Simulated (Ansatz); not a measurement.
# BHF (doublet): the correlation ladder, cc-pVDZ

How much of the correlation energy of BHF (doublet) does each wave-function method recover here?

Program: Ansatz 0.2.0, Gaussian basis. Level of theory: cc-pVDZ, core rule «outside noble gas», up to 2 orbitals frozen. These are calculated values, not measurements.

Plan: UHF; CCSD(T) on ROHF; CCSD(T) on UHF; BCCD(T) on ROHF; CISD as a restricted active space (open shells left free, so some higher excitations enter); CCSDT(Q) on ROHF; CCSDT(Q) on UHF.

31 further runs of the same task are left out: 12 for a known fault of the program, 8 that didn't finish, 11 set aside as unsound or not needed. Runs told in other sessions of the task aren't counted.

## (1) The geometry

The geometry is a PBE0/def2-TZVP stationary point (not a proven minimum).

3 atoms, charge 0, spin multiplicity 2.

Atoms are counted from 1 here; the program's logs count them from 0.

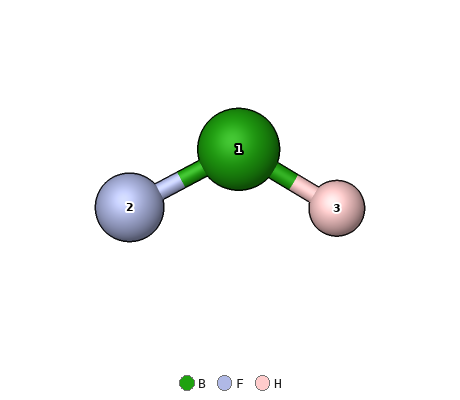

The geometry (boron green, fluorine light blue, hydrogen pink); atoms are numbered from 1 in the order of the file.

Geometry (Å):

```xyz
3
BFH
B     0.00000   -0.19334    0.75814
F     0.00000    0.07331   -0.51511
H     0.00000    0.69192    1.57760
```

In the tables R marks a restricted open-shell determinant and U an unrestricted one; energies count from the table's Hartree-Fock row.

## (2) UHF

Contents of in.yaml:

```yaml
crystal:
  periodic: [false, false, false]
  atoms:
    - {symbol: B, position_ang: [0.000000, -0.193343, 0.758138]}
    - {symbol: F, position_ang: [0.000000, 0.073312, -0.515115]}
    - {symbol: H, position_ang: [0.000000, 0.691921, 1.577603]}
basis:
  gaussian: {orbitals: cc-pVDZ}
magnetization: {spin_polarized: true, initial_magnetization: 1}
hamiltonian: {xc: hf}
output: {orbitals: {seedname: orbitals}}
```

Launch:

```
$ ansatz run in.yaml --threads 1 --pin off --events-out ev --progress --plain --max-ram 2393MiB
```

What it wrote:

```text
Functional definition: HF
  name "HF"
  cite "Fock, Z. Phys. 61, 126 (1930) doi:10.1007/BF01340294"
  parent pbe
  exchange = exact_x
  correlation = 0
304 factors; integrals over basis functions are off by at most 9.0e-4 eV
mean field evaluation 1: about -3391.4325 eV, gradient 1.5e1 eV
mean field evaluation 2: about -3391.4340 eV, gradient 1.5e1 eV
mean field evaluation 4: about -3392.7446 eV, gradient 2.2e0 eV
mean field evaluation 8: about -3392.8284 eV, gradient 1.2e-1 eV
mean field -3392.82867326 eV, -124.6841540004 hartree, gradient 1.2e-5 eV, S^2 0.752929; 0 other end points of the search recorded, 0 dependent functions left out
reference -3392.82867326 eV, -124.6841540004 hartree; 8, 7 occupied and 25, 26 virtual orbitals, 304 factors
Total energy: -3392.82867326 eV, -124.6841540004 hartree
```

It took 0.15 s on 1 thread of Arm Neoverse V1, shared host.

From the report: ⟨S²⟩ of the determinant 0.753 (pure doublet: 0.75).

## (3) CCSD(T) on ROHF

in.yaml: that of step 2 with these lines changed.

```diff
@@ -8,4 +8,4 @@
   gaussian: {orbitals: cc-pVDZ}
-magnetization: {spin_polarized: true, initial_magnetization: 1}
-hamiltonian: {xc: hf}
-output: {orbitals: {seedname: orbitals}}
+magnetization: {spin_polarized: false, initial_magnetization: 1}
+correlation: {method: ccsd_t, electrons: outside_noble_gas}
+output: {forces: true}
```

Launched as before.

What it wrote (excerpt; [...] marks lines left out):

```text
Functional definition: HF
  name "HF"
  cite "Fock, Z. Phys. 61, 126 (1930) doi:10.1007/BF01340294"
  parent pbe
[...]
304 factors; integrals over basis functions are off by at most 9.0e-4 eV
[...]
mean field -3392.79492328 eV, -124.6829137115 hartree, gradient 2.6e-6 eV, S^2 0.750000; 1 other end points of the search recorded, 0 dependent functions left out
determinant -3392.79492328 eV, -124.6829137115 hartree, with singles and doubles -3400.02270870 eV, -124.9485299267 hartree
determinant -3390.06048674 eV, -124.5824250221 hartree, with singles and doubles -3397.60207778 eV, -124.8595733809 hartree
2 core orbitals not correlated: weight in the atoms' cores, before any rotation towards them, 1.000 or more for the frozen orbitals, at most 0.000 for the correlated occupied ones
reference -3392.79492328 eV, -124.6829137115 hartree; 6, 5 occupied and 25, 26 virtual orbitals, 304 factors
second order -6.83392275 eV of doubles, -0.02164402 eV of singles
cycle   1  -7.22833357 eV  change   -5.5e-4 eV  update   5.8e-4
[...]
cycle   7  -7.22845639 eV  change    1.2e-6 eV  update   1.3e-6
perturbative correction -0.13756904 eV, -0.0050555690 hartree
[...]
Total energy: -3400.16094871 eV, -124.9536101532 hartree
Atom 0 at     0.000000    -0.193343     0.758138 Å, force     0.000000    -0.444129     0.996550 eV/Å
Atom 1 at     0.000000     0.073312    -0.515115 Å, force    -0.000000     0.226692    -1.247567 eV/Å
Atom 2 at     0.000000     0.691921     1.577603 Å, force     0.000000     0.217437     0.251017 eV/Å
Dipole moment:    -0.000000     0.060666     0.059935 e Å
```

It took 1.8 s on 1 thread of Arm Neoverse V1, shared host.

From the report: correlation -7.3660 eV; T1 0.020; largest double amplitude 0.03.

## (4) CCSD(T) on UHF

in.yaml: that of step 3 with these lines changed.

```diff
@@ -8,3 +8,3 @@
   gaussian: {orbitals: cc-pVDZ}
-magnetization: {spin_polarized: false, initial_magnetization: 1}
+magnetization: {spin_polarized: true, initial_magnetization: 1}
 correlation: {method: ccsd_t, electrons: outside_noble_gas}
```

The command is unchanged.

What it wrote (excerpt; [...] marks lines left out):

```text
Functional definition: HF
  name "HF"
  cite "Fock, Z. Phys. 61, 126 (1930) doi:10.1007/BF01340294"
  parent pbe
[...]
304 factors; integrals over basis functions are off by at most 9.0e-4 eV
[...]
mean field -3392.82867326 eV, -124.6841540004 hartree, gradient 8.3e-7 eV, S^2 0.752929; 1 other end points of the search recorded, 0 dependent functions left out
determinant -3392.82867326 eV, -124.6841540004 hartree, with singles and doubles -3400.02319566 eV, -124.9485478219 hartree
determinant -3390.23287797 eV, -124.5887602830 hartree, with singles and doubles -3397.59856444 eV, -124.8594442682 hartree
2 core orbitals not correlated: weight in the atoms' cores, before any rotation towards them, 1.000 or more for the frozen orbitals, at most 0.000 for the correlated occupied ones
reference -3392.82867326 eV, -124.6841540004 hartree; 6, 5 occupied and 25, 26 virtual orbitals, 304 factors
second order -6.82860892 eV of doubles, -0.00000000 eV of singles
cycle   1  -7.19502348 eV  change   -5.0e-4 eV  update   5.5e-4
[...]
cycle   7  -7.19517537 eV  change    8.8e-7 eV  update   1.2e-6
perturbative correction -0.13727432 eV, -0.0050447383 hartree
[...]
Total energy: -3400.16112296 eV, -124.9536165566 hartree
Atom 0 at     0.000000    -0.193343     0.758138 Å, force     0.000000    -0.444901     0.996075 eV/Å
Atom 1 at     0.000000     0.073312    -0.515115 Å, force     0.000000     0.226792    -1.247570 eV/Å
Atom 2 at     0.000000     0.691921     1.577603 Å, force     0.000000     0.218108     0.251496 eV/Å
Dipole moment:    -0.000000     0.060655     0.059971 e Å
```

Run time: 1.8 s. Hardware: 1 thread of Arm Neoverse V1, shared host.

From the report: ⟨S²⟩ of the determinant 0.753 (pure doublet: 0.75); correlation -7.3324 eV; T1 0.018; largest double amplitude 0.03.

## (5) BCCD(T) on ROHF

in.yaml: that of step 4 with these lines changed.

```diff
@@ -8,4 +8,3 @@
   gaussian: {orbitals: cc-pVDZ}
-magnetization: {spin_polarized: true, initial_magnetization: 1}
-correlation: {method: ccsd_t, electrons: outside_noble_gas}
-output: {forces: true}
+magnetization: {spin_polarized: false, initial_magnetization: 1}
+correlation: {method: bccd_t, electrons: outside_noble_gas}
```

Launched as before.

What it wrote (excerpt; [...] marks lines left out):

```text
Functional definition: HF
  name "HF"
  cite "Fock, Z. Phys. 61, 126 (1930) doi:10.1007/BF01340294"
  parent pbe
[...]
304 factors; integrals over basis functions are off by at most 9.0e-4 eV
[...]
mean field -3392.79492328 eV, -124.6829137115 hartree, gradient 2.6e-6 eV, S^2 0.750000; 1 other end points of the search recorded, 0 dependent functions left out
determinant -3392.79492328 eV, -124.6829137115 hartree, with singles and doubles -3400.02270870 eV, -124.9485299267 hartree
determinant -3390.06048674 eV, -124.5824250221 hartree, with singles and doubles -3397.60207778 eV, -124.8595733809 hartree
2 core orbitals not correlated: weight in the atoms' cores, before any rotation towards them, 1.000 or more for the frozen orbitals, at most 0.000 for the correlated occupied ones
reference -3392.79492328 eV, -124.6829137115 hartree; 6, 5 occupied and 25, 26 virtual orbitals, 304 factors
second order -6.83392275 eV of doubles, -0.02164402 eV of singles
cycle   1  -7.20501383 eV  change    2.3e-2 eV  update   1.1e-2
[...]
cycle   8  -7.20454681 eV  change    1.1e-6 eV  update   8.4e-6
perturbative correction -0.16515706 eV, -0.0060694102 hartree
Total energy: -3400.16462716 eV, -124.9537453337 hartree
```

Run time: 1.1 s. Hardware: 1 thread of Arm Neoverse V1, shared host.

From the report: correlation -7.3697 eV; largest double amplitude 0.03.

## (6) CISD as a restricted active space (open shells left free, so some higher excitations enter)

in.yaml: that of step 5 with these lines changed.

```diff
@@ -9,2 +9,2 @@
 magnetization: {spin_polarized: false, initial_magnetization: 1}
-correlation: {method: bccd_t, electrons: outside_noble_gas}
+correlation: {active_space: {ras: {orbitals: [5, 1, 25], electrons: 11, max_holes: 2, max_particles: 2}, fixed_orbitals: true}}
```

Launched as before.

What it wrote:

```text
Functional definition: HF
  name "HF"
  cite "Fock, Z. Phys. 61, 126 (1930) doi:10.1007/BF01340294"
  parent pbe
  exchange = exact_x
  correlation = 0
304 factors; integrals over basis functions are off by at most 9.0e-4 eV
mean field evaluation 1: about -3391.4159 eV, gradient 2.1e1 eV
mean field evaluation 2: about -3391.4173 eV, gradient 2.1e1 eV
mean field evaluation 4: about -3392.7529 eV, gradient 2.1e0 eV
mean field evaluation 8: about -3392.7948 eV, gradient 1.1e-1 eV
mean field -3392.79492328 eV, -124.6829137115 hartree, gradient 2.6e-6 eV, S^2 0.750000; 0 other end points of the search recorded, 0 dependent functions left out
reference -3392.79492328 eV, -124.6829137115 hartree; 8, 7 occupied and 25, 26 virtual orbitals, 304 factors
state -3399.63914099 eV, -124.9344340730 hartree
Total energy: -3399.63914099 eV, -124.9344340730 hartree
```

It took 1.1 s on 1 thread of Arm Neoverse V1, shared host.

From the report: 21,528 determinants.

## (7) CCSDT(Q) on ROHF

in.yaml: that of step 6 with these lines changed.

```diff
@@ -9,2 +9,2 @@
 magnetization: {spin_polarized: false, initial_magnetization: 1}
-correlation: {active_space: {ras: {orbitals: [5, 1, 25], electrons: 11, max_holes: 2, max_particles: 2}, fixed_orbitals: true}}
+correlation: {method: ccsdt_q, electrons: outside_noble_gas}
```

The command is unchanged.

What it wrote (excerpt; [...] marks lines left out):

```text
Functional definition: HF
  name "HF"
  cite "Fock, Z. Phys. 61, 126 (1930) doi:10.1007/BF01340294"
  parent pbe
[...]
565 factors; integrals over basis functions are off by at most 2.0e-7 eV
[...]
mean field -3392.79496344 eV, -124.6829151874 hartree, gradient 2.6e-6 eV, S^2 0.750000; 1 other end points of the search recorded, 0 dependent functions left out
determinant -3392.79496344 eV, -124.6829151874 hartree, with singles and doubles -3400.02275409 eV, -124.9485315946 hartree
determinant -3390.06054293 eV, -124.5824270871 hartree, with singles and doubles -3397.60213782 eV, -124.8595755876 hartree
2 core orbitals not correlated: weight in the atoms' cores, before any rotation towards them, 1.000 or more for the frozen orbitals, at most 0.000 for the correlated occupied ones
reference -3392.79496344 eV, -124.6829151874 hartree; 6, 5 occupied and 25, 26 virtual orbitals, 565 factors
second order -6.83394568 eV of doubles, -0.02164416 eV of singles
cycle   1  -6.97132969 eV  change   -1.2e-1 eV  update   7.9e-2
[...]
cycle  16  -7.38003305 eV  change   -9.4e-7 eV  update   4.8e-7
perturbative correction -0.00938072 eV, -0.0003447353 hartree
Total energy: -3400.18437722 eV, -124.9544711350 hartree
```

Wall time 15 s (1 thread of Arm Neoverse V1, shared host); peak memory 0.3 GiB.

From the report: correlation -7.3894 eV; T1 0.020; largest double amplitude 0.04.

## (8) CCSDT(Q) on UHF

in.yaml: that of step 7 with these lines changed.

```diff
@@ -8,3 +8,3 @@
   gaussian: {orbitals: cc-pVDZ}
-magnetization: {spin_polarized: false, initial_magnetization: 1}
+magnetization: {spin_polarized: true, initial_magnetization: 1}
 correlation: {method: ccsdt_q, electrons: outside_noble_gas}
```

Same command.

What it wrote (excerpt; [...] marks lines left out):

```text
Functional definition: HF
  name "HF"
  cite "Fock, Z. Phys. 61, 126 (1930) doi:10.1007/BF01340294"
  parent pbe
[...]
565 factors; integrals over basis functions are off by at most 2.0e-7 eV
[...]
mean field -3392.82871363 eV, -124.6841554840 hartree, gradient 8.3e-7 eV, S^2 0.752929; 1 other end points of the search recorded, 0 dependent functions left out
determinant -3392.82871363 eV, -124.6841554840 hartree, with singles and doubles -3400.02324064 eV, -124.9485494751 hartree
determinant -3390.23293367 eV, -124.5887623298 hartree, with singles and doubles -3397.59862432 eV, -124.8594464685 hartree
2 core orbitals not correlated: weight in the atoms' cores, before any rotation towards them, 1.000 or more for the frozen orbitals, at most 0.000 for the correlated occupied ones
reference -3392.82871363 eV, -124.6841554840 hartree; 6, 5 occupied and 25, 26 virtual orbitals, 565 factors
second order -6.82863161 eV of doubles, -0.00000000 eV of singles
cycle   1  -6.94138965 eV  change   -1.1e-1 eV  update   7.8e-2
[...]
cycle  16  -7.34636764 eV  change   -9.2e-7 eV  update   5.0e-7
perturbative correction -0.01221696 eV, -0.0004489649 hartree
Total energy: -3400.18729822 eV, -124.9545784799 hartree
```

Wall time 13 s (1 thread of Arm Neoverse V1, shared host).

From the report: ⟨S²⟩ of the determinant 0.753 (pure doublet: 0.75); correlation -7.3586 eV; T1 0.017; largest double amplitude 0.04.

## (9) All levels against the top one

The yardstick is UCCSDT(Q), where the cluster series has nearly closed. Rows without a time are mean-field rows or come out of runs for another level: lower rungs of the coupled-cluster runs, or the Hartree-Fock search. The times of RCCSD(T), UCCSD(T) include forces.

Differences are taken before rounding.

```tsv
method	energy from the lowest ROHF (meV)	from UCCSDT(Q) (meV)	time
ROHF	0.0	+7392.4	
UHF	-33.7	+7358.6	
RMP2	-6855.6	+536.8	
UMP2	-6862.4	+530.0	
CISD	-6844.2	+548.2	1.1 s
RCCSD	-7228.5	+163.9	
UCCSD	-7228.9	+163.4	
RCCSD(T)	-7366.0	+26.3	1.8 s
UCCSD(T)	-7366.2	+26.2	1.8 s
BCCD(T)	-7369.7	+22.7	1.1 s
RCCSDT	-7380.1	+12.3	
UCCSDT	-7380.2	+12.2	
RCCSDT(Q)	-7389.5	+2.9	15 s
UCCSDT(Q)	-7392.4	0	13 s
```

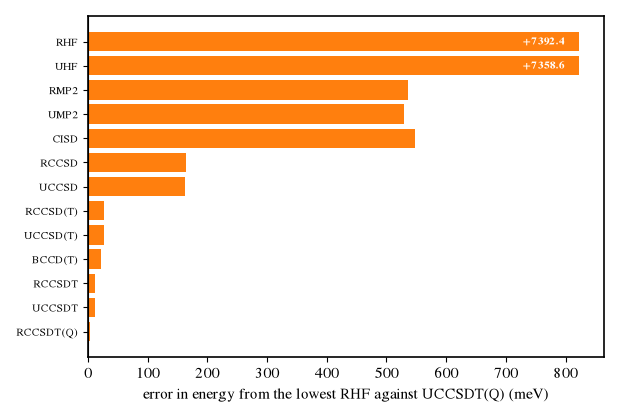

Deviations from UCCSDT(Q), method by method. Bars with a number in them are cut short.

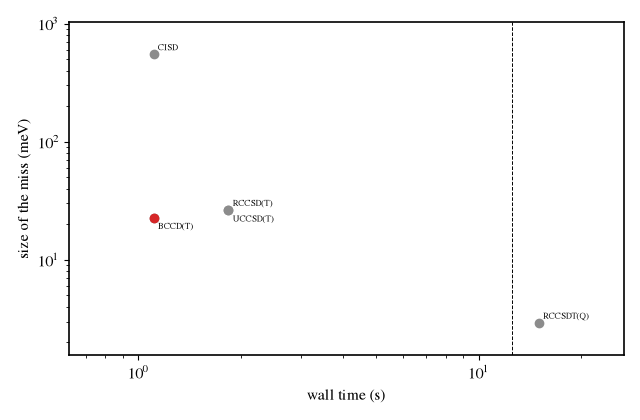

Miss against cost. Red marks the levels that no quicker level drawn beats (of those quicker than the yardstick), and the dashed line is the time of UCCSDT(Q). Times are from a shared host.

With the free atoms at the same levels and basis (separate runs), the atomisation energy is 9.191 eV at UCCSDT(Q), 9.181 eV at RCCSD(T), 9.180 eV at UCCSD(T), 7.760 eV at ROHF.

## (10) Summary of results

```
                         quantity                                                   value
    UCCSDT(Q) from the ROHF energy                                              -7.3924 eV
              RMP2 from UCCSDT(Q)                                              +536.8 meV
              UMP2 from UCCSDT(Q)                                              +530.0 meV
             RCCSD from UCCSDT(Q)                                              +163.9 meV
          RCCSD(T) from UCCSDT(Q)                                               +26.3 meV
          UCCSD(T) from UCCSDT(Q)                                               +26.2 meV
         RCCSDT(Q) from UCCSDT(Q)                                                +2.9 meV
levels within 1 kcal/mol (43 meV)  RCCSD(T), UCCSD(T), BCCD(T), RCCSDT, UCCSDT, RCCSDT(Q)
                    T1 diagnostic                                                   0.020
```

**Reading.** RCCSD(T) misses by +26.3 meV, 0.4 % of the correlation energy. These misses are within one basis, not against nature; the frozen cores of restricted and unrestricted runs differ, which can shift their rows.

With open shells the CI space here admits some higher excitations, so it is larger than plain CISD.

For cost: BCCD(T) gets within 22.7 meV in 1.1 s, where UCCSDT(Q) took 13 s.
